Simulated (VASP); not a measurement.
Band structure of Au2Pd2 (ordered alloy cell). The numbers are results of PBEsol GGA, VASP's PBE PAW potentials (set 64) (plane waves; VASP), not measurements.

Unless said otherwise, spin-orbit coupling is left out, though it shifts the bands of the heavy elements here.

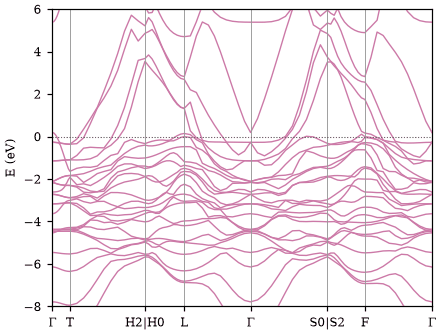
Figure: Bands along high-symmetry lines, zero at the valence-band maximum or, without a gap, the Fermi level

Question: Read the plot: is there a gap, and where are the band edges?

Answer: It has no gap at this level: it comes out as a metal or semimetal. (Edges off the drawn lines would not show.)

The structure was generated: Au2Pd2 was put into an ordered model structure (R-3m), which need not be its known phase. It was relaxed first.
